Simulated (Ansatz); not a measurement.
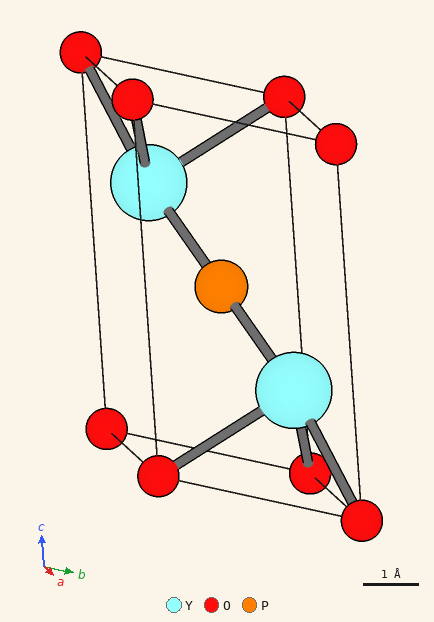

The structure above is drawn in ball-and-stick style and viewed slightly off an axis. Thin lines show the simulation cell, with boundary atoms drawn in all their periodic places.

```
CELL_PARAMETERS angstrom
1.97453 3.41999 0.00000
-1.97453 3.41999 0.00000
0.00000 -2.28000 6.57428
ATOMIC_POSITIONS crystal
Y 0.23728 0.23728 0.71184
Y 0.76272 0.76272 0.28816
O 0.00000 0.00000 0.00000
P 0.50000 0.50000 0.50000
```

Electronic-structure method: DFT, PAW plane waves, PBEsol (Ansatz). Parameters: plane waves up to 420 eV, k-point mesh 8×8×8, Gaussian smearing of 0.021 eV, no spin polarisation.

Q: How are the electrons shared out in a Bader analysis?

A: Y +1.74 e; P -2.02 e; O -1.45 e.

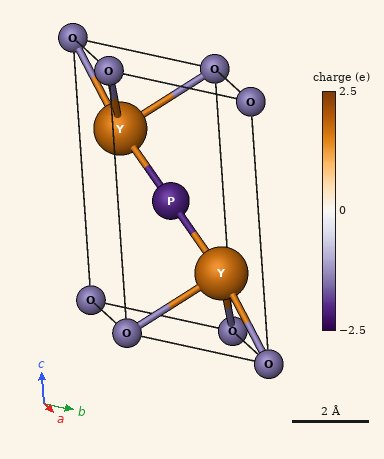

The atoms coloured by those charges.

Where the cell comes from: a generated cell, made by putting these elements into a known structure type (the compound may or may not exist in this form). No relaxation was applied. Ansatz was used for an electronic-structure calculation on it.

At this level of theory the cell isn't at rest (stretched, at -8 GPa and forces up to 3.5 eV/Å), so its distances can differ from those at equilibrium, the more so the softer the solid.
